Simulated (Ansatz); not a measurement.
Geometry relaxation, with input and output: Sr16Ca (part 3 of 3)

Sr16Ca (slab, 17 atoms in the cell); DFT PBEsol, scalar-relativistic, plane waves, PAW, no spin polarisation (Ansatz 0.2.0); cutoff 420 eV, 2×2×1 k-mesh, Gaussian smearing of 0.05 eV. The input holds or restrains some coordinates. Forces given for the steps count only the free coordinates. It belongs to a series of runs on one base structure; here: end point A relaxed.

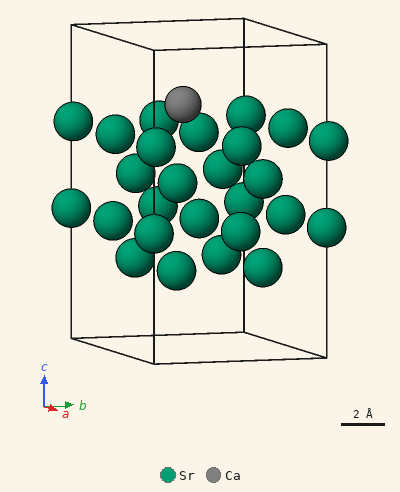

Fig. 1: The geometry at step 10 of the log (spheres-only view of the cell of the calculation, with the vacuum cut short, seen slightly off an axis).

## Trajectory as extended XYZ, continued
```
17
Lattice="12.1600 0.0000 0.0000 0.0000 8.5984 0.0000 0.0000 0.0000 19.4488" Properties=species:S:1:pos:R:3:forces:R:3 step=6 energy=-57662.79885
Sr    3.0400    2.1496    1.0000    0.0221   0.0019   0.1253
Sr    9.1200    2.1496    1.0000    0.0018   0.0009   0.1594
Sr    3.0400    6.4488    1.0000    0.0125  -0.0023   0.1309
Sr    9.1200    6.4488    1.0000    0.0041  -0.0009   0.1184
Sr   -0.0040    0.0065    3.2023   -0.0013  -0.0021  -0.0012
Sr    6.1112    0.0084    3.2025    0.0211   0.0028   0.0018
Sr    0.0012    4.2971    3.1561    0.0031   0.0006  -0.0197
Sr    6.1056    4.2948    3.1944    0.0167  -0.0005  -0.0044
Sr    3.0780    2.1538    5.1329    0.0140   0.0020  -0.0446
Sr    9.1702    2.1788    5.3496    0.0226   0.0131   0.0163
Sr    3.0782    6.4664    5.1565    0.0184   0.0119  -0.0289
Sr    9.1464    6.4521    5.2246    0.0178  -0.0020   0.0109
Sr    0.0108    0.0756    7.3817    0.0106   0.0172  -0.0262
Sr    6.1732    0.0518    7.3670    0.0459   0.0274  -0.0046
Sr    0.1377    4.3234    7.2466    0.0516   0.0172  -0.0264
Sr    6.1371    4.2893    7.3518    0.0017   0.0001  -0.0271
Ca    9.6239    2.5688    9.5410   -0.2634  -0.0872  -0.3796
17
Lattice="12.1600 0.0000 0.0000 0.0000 8.5984 0.0000 0.0000 0.0000 19.4488" Properties=species:S:1:pos:R:3:forces:R:3 step=7 energy=-57662.88874
Sr    3.0400    2.1496    1.0000    0.0249   0.0002   0.1167
Sr    9.1200    2.1496    1.0000    0.0061   0.0000   0.1615
Sr    3.0400    6.4488    1.0000    0.0179  -0.0013   0.1271
Sr    9.1200    6.4488    1.0000    0.0070  -0.0001   0.1154
Sr   -0.0039    0.0054    3.1997    0.0014  -0.0026  -0.0066
Sr    6.1200    0.0094    3.2021    0.0186   0.0009  -0.0020
Sr    0.0030    4.2977    3.1485    0.0060   0.0024  -0.0151
Sr    6.1121    4.2951    3.1908    0.0137   0.0018  -0.0103
Sr    3.0837    2.1549    5.1161    0.0126   0.0027  -0.0369
Sr    9.1787    2.1838    5.3502    0.0141   0.0084  -0.0301
Sr    3.0860    6.4715    5.1458    0.0174   0.0115  -0.0236
Sr    9.1538    6.4510    5.2300    0.0164  -0.0030   0.0150
Sr    0.0168    0.0800    7.3681    0.0131   0.0113  -0.0322
Sr    6.1908    0.0631    7.3655    0.0354   0.0251  -0.0075
Sr    0.1558    4.3285    7.2376    0.0355   0.0089  -0.0197
Sr    6.1339    4.2911    7.3393   -0.0169   0.0063  -0.0349
Ca    9.5142    2.5357    9.3842   -0.2239  -0.0726  -0.3163
17
Lattice="12.1600 0.0000 0.0000 0.0000 8.5984 0.0000 0.0000 0.0000 19.4488" Properties=species:S:1:pos:R:3:forces:R:3 step=8 energy=-57662.96282
Sr    3.0400    2.1496    1.0000    0.0278  -0.0015   0.1035
Sr    9.1200    2.1496    1.0000    0.0114  -0.0001   0.1553
Sr    3.0400    6.4488    1.0000    0.0236  -0.0002   0.1208
Sr    9.1200    6.4488    1.0000    0.0110   0.0004   0.1145
Sr   -0.0023    0.0037    3.1928    0.0043  -0.0028  -0.0116
Sr    6.1288    0.0094    3.1983    0.0127  -0.0015  -0.0073
Sr    0.0069    4.2994    3.1403    0.0084   0.0037  -0.0118
Sr    6.1180    4.2969    3.1816    0.0078   0.0040  -0.0175
Sr    3.0893    2.1567    5.0972    0.0090   0.0032  -0.0305
Sr    9.1838    2.1875    5.3247    0.0037   0.0030  -0.0733
Sr    3.0940    6.4778    5.1335    0.0122   0.0103  -0.0202
Sr    9.1615    6.4490    5.2371    0.0124  -0.0038   0.0132
Sr    0.0237    0.0840    7.3467    0.0101   0.0086  -0.0347
Sr    6.2062    0.0766    7.3585    0.0168   0.0186  -0.0185
Sr    0.1694    4.3303    7.2280    0.0188   0.0011  -0.0157
Sr    6.1196    4.2962    7.3165   -0.0334   0.0113  -0.0434
Ca    9.4014    2.5004    9.2255   -0.1575  -0.0543  -0.2226
17
Lattice="12.1600 0.0000 0.0000 0.0000 8.5984 0.0000 0.0000 0.0000 19.4488" Properties=species:S:1:pos:R:3:forces:R:3 step=9 energy=-57663.02816
Sr    3.0400    2.1496    1.0000    0.0238  -0.0043   0.0472
Sr    9.1200    2.1496    1.0000    0.0133   0.0000   0.1049
Sr    3.0400    6.4488    1.0000    0.0223   0.0019   0.0783
Sr    9.1200    6.4488    1.0000    0.0129   0.0018   0.0929
Sr   -0.0037    0.0005    3.1502    0.0054  -0.0007  -0.0114
Sr    6.1254    0.0047    3.1541    0.0017   0.0010  -0.0062
Sr    0.0104    4.3062    3.0999    0.0064   0.0018  -0.0068
Sr    6.1119    4.3054    3.1263   -0.0051  -0.0004  -0.0129
Sr    3.0766    2.1634    5.0404    0.0120  -0.0003  -0.0189
Sr    9.1710    2.1903    5.2095   -0.0030  -0.0029  -0.0177
Sr    3.0835    6.4916    5.0871    0.0073   0.0045  -0.0165
Sr    9.1576    6.4420    5.2132    0.0058   0.0041   0.0024
Sr    0.0159    0.0857    7.2727   -0.0020   0.0146  -0.0205
Sr    6.1888    0.0898    7.2832    0.0044   0.0162  -0.0145
Sr    0.1656    4.3260    7.1715   -0.0028  -0.0069   0.0017
Sr    6.0657    4.3102    7.2217   -0.0202   0.0000  -0.0197
Ca    9.2824    2.4648    9.0687   -0.0826  -0.0305  -0.1835
17
Lattice="12.1600 0.0000 0.0000 0.0000 8.5984 0.0000 0.0000 0.0000 19.4488" Properties=species:S:1:pos:R:3:forces:R:3 step=10 energy=-57663.05897
Sr    3.0400    2.1496    1.0000    0.0206  -0.0061   0.0159
Sr    9.1200    2.1496    1.0000    0.0143  -0.0001   0.0837
Sr    3.0400    6.4488    1.0000    0.0207   0.0033   0.0557
Sr    9.1200    6.4488    1.0000    0.0136   0.0022   0.0879
Sr    0.0004   -0.0006    3.1289    0.0000   0.0015  -0.0101
Sr    6.1208    0.0031    3.1354    0.0015  -0.0019  -0.0127
Sr    0.0158    4.3092    3.0872    0.0002  -0.0010  -0.0005
Sr    6.1018    4.3073    3.1002    0.0027   0.0020  -0.0097
Sr    3.0786    2.1646    5.0150   -0.0064   0.0021  -0.0089
Sr    9.1596    2.1876    5.1591   -0.0034  -0.0003  -0.0850
Sr    3.0808    6.4973    5.0657   -0.0059   0.0016  -0.0066
Sr    9.1558    6.4433    5.2094   -0.0023  -0.0060   0.0025
Sr    0.0100    0.0961    7.2378    0.0086  -0.0016  -0.0245
Sr    6.1775    0.1035    7.2499   -0.0155  -0.0049  -0.0230
Sr    0.1563    4.3188    7.1626    0.0176   0.0103  -0.0225
Sr    6.0301    4.3136    7.1831   -0.0189   0.0108  -0.0225
Ca    9.2190    2.4415    8.8859   -0.0475  -0.0121  -0.0197
17
Lattice="12.1600 0.0000 0.0000 0.0000 8.5984 0.0000 0.0000 0.0000 19.4488" Properties=species:S:1:pos:R:3:forces:R:3 step=11 energy=-57663.07220
Sr    3.0400    2.1496    1.0000    0.0042  -0.0067  -0.0687
Sr    9.1200    2.1496    1.0000    0.0049   0.0010  -0.0254
Sr    3.0400    6.4488    1.0000    0.0040   0.0024  -0.0152
Sr    9.1200    6.4488    1.0000    0.0057   0.0016   0.0519
Sr   -0.0086    0.0009    3.0661    0.0009  -0.0067  -0.0111
Sr    6.0991   -0.0029    3.0659   -0.0065  -0.0024  -0.0109
Sr    0.0091    4.3125    3.0404   -0.0010   0.0015  -0.0189
Sr    6.0812    4.3120    3.0352   -0.0047   0.0023  -0.0087
Sr    3.0483    2.1704    4.9465    0.0018  -0.0025   0.0056
Sr    9.1246    2.1859    4.9994    0.0003  -0.0022   0.0743
Sr    3.0458    6.5055    5.0010    0.0049   0.0069   0.0003
Sr    9.1289    6.4365    5.1590   -0.0024   0.0033   0.0064
Sr   -0.0120    0.1080    7.1294   -0.0077   0.0089   0.0091
Sr    6.1098    0.1021    7.1335   -0.0058   0.0073   0.0010
Sr    0.1462    4.3282    7.0695   -0.0247  -0.0145   0.0286
Sr    5.9595    4.3246    7.0768   -0.0056  -0.0045   0.0057
Ca    9.1057    2.4189    8.7345    0.0317   0.0043  -0.0240
17
Lattice="12.1600 0.0000 0.0000 0.0000 8.5984 0.0000 0.0000 0.0000 19.4488" Properties=species:S:1:pos:R:3:forces:R:3 step=12 energy=-57663.07468
Sr    3.0400    2.1496    1.0000   -0.0001  -0.0067  -0.0594
Sr    9.1200    2.1496    1.0000    0.0003   0.0011  -0.0005
Sr    3.0400    6.4488    1.0000   -0.0003   0.0011  -0.0079
Sr    9.1200    6.4488    1.0000    0.0005   0.0008   0.0555
Sr   -0.0146   -0.0026    3.0668   -0.0003   0.0012   0.0009
Sr    6.0962   -0.0011    3.0650   -0.0022   0.0001   0.0021
Sr    0.0008    4.3110    3.0422    0.0018   0.0013   0.0038
Sr    6.0780    4.3134    3.0420    0.0010  -0.0009   0.0007
Sr    3.0403    2.1730    4.9547   -0.0013   0.0031   0.0010
Sr    9.1197    2.1860    5.0389    0.0004   0.0009   0.0103
Sr    3.0403    6.5100    5.0089   -0.0019  -0.0039   0.0010
Sr    9.1208    6.4414    5.1742   -0.0003   0.0014   0.0001
Sr   -0.0149    0.1135    7.1461    0.0005  -0.0029   0.0003
Sr    6.0945    0.1099    7.1429    0.0004   0.0006   0.0028
Sr    0.1258    4.3247    7.1008    0.0006   0.0037  -0.0039
Sr    5.9530    4.3241    7.0953    0.0015   0.0015   0.0023
Ca    9.1185    2.4161    8.7578   -0.0003  -0.0024  -0.0094
17
Lattice="12.1600 0.0000 0.0000 0.0000 8.5984 0.0000 0.0000 0.0000 19.4488" Properties=species:S:1:pos:R:3:forces:R:3 step=13 energy=-57663.07468
Sr    3.0400    2.1496    1.0000   -0.0001  -0.0067  -0.0594
Sr    9.1200    2.1496    1.0000    0.0003   0.0011  -0.0004
Sr    3.0400    6.4488    1.0000   -0.0003   0.0011  -0.0079
Sr    9.1200    6.4488    1.0000    0.0005   0.0008   0.0555
Sr   -0.0146   -0.0026    3.0668   -0.0003   0.0012   0.0010
Sr    6.0962   -0.0011    3.0650   -0.0022   0.0001   0.0022
Sr    0.0008    4.3110    3.0422    0.0017   0.0013   0.0039
Sr    6.0780    4.3134    3.0420    0.0011  -0.0009   0.0008
Sr    3.0403    2.1730    4.9547   -0.0013   0.0031   0.0011
Sr    9.1197    2.1860    5.0389    0.0004   0.0009   0.0102
Sr    3.0403    6.5100    5.0089   -0.0020  -0.0040   0.0011
Sr    9.1208    6.4414    5.1742   -0.0003   0.0014   0.0001
Sr   -0.0149    0.1135    7.1461    0.0005  -0.0029   0.0002
Sr    6.0945    0.1099    7.1429    0.0004   0.0006   0.0027
Sr    0.1258    4.3247    7.1008    0.0007   0.0037  -0.0040
Sr    5.9530    4.3241    7.0953    0.0014   0.0015   0.0022
Ca    9.1185    2.4161    8.7578   -0.0003  -0.0024  -0.0093
```

This output came from the following input.

## Input
```yaml
crystal:
  lattice:
    - [12.16, 0.0, 0.0]
    - [0.0, 8.598418, 0.0]
    - [0.0, 0.0, 19.448814]
  atoms:
    - { symbol: Sr, position: [0.25, 0.25, 0.051417] }
    - { symbol: Sr, position: [0.75, 0.25, 0.051417] }
    - { symbol: Sr, position: [0.25, 0.75, 0.051417] }
    - { symbol: Sr, position: [0.75, 0.75, 0.051417] }
    - { symbol: Sr, position: [0.0, 0.0, 0.1619433] }
    - { symbol: Sr, position: [0.5, 0.0, 0.1619433] }
    - { symbol: Sr, position: [0.0, 0.5, 0.1619433] }
    - { symbol: Sr, position: [0.5, 0.5, 0.1619433] }
    - { symbol: Sr, position: [0.25, 0.25, 0.2724695] }
    - { symbol: Sr, position: [0.75, 0.25, 0.2724695] }
    - { symbol: Sr, position: [0.25, 0.75, 0.2724695] }
    - { symbol: Sr, position: [0.75, 0.75, 0.2724695] }
    - { symbol: Sr, position: [0.0, 0.0, 0.3829958] }
    - { symbol: Sr, position: [0.5, 0.0, 0.3829958] }
    - { symbol: Sr, position: [0.0, 0.5, 0.3829958] }
    - { symbol: Sr, position: [0.5, 0.5, 0.3829958] }
    - { symbol: Ca, position: [0.8368745, 0.3234984, 0.5305626] }
basis:
  ecutwfc: 420.0
kpoints:
  mp_grid: { grid: [2, 2, 1] }
hamiltonian:
  xc: pbesol
scf:
  occupations: { method: gaussian, width: 0.05 }
  lower_state_search: "off"
relax:
  f_tol: 0.03
  max_steps: 60
  adjacent_minimum: "off"
  constraints: [{ sites: [0, 1, 2, 3] }]
```

Launched with:
```bash
ansatz run input.yaml --threads 4 --pin off --max-ram 10240MiB --backend cpu --events-out ev --progress --plain --runs-dir out
```

## Key numbers

- outcome: converged under the restraints of the input
- electrons treated: 170
- free energy: −57663.0747 eV
- Fermi energy: 1.019 eV
- final volume: 2033.51 Å³
- largest force (length of the vector) at the end, held atoms and coordinates included: 0.060 eV/Å
- hardware: 4 threads of Intel Xeon (Sapphire Rapids), 16 GiB of memory available, shared host
- wall time: 98 s (CPU time 6.1 min)
- peak memory: 3.8 GiB
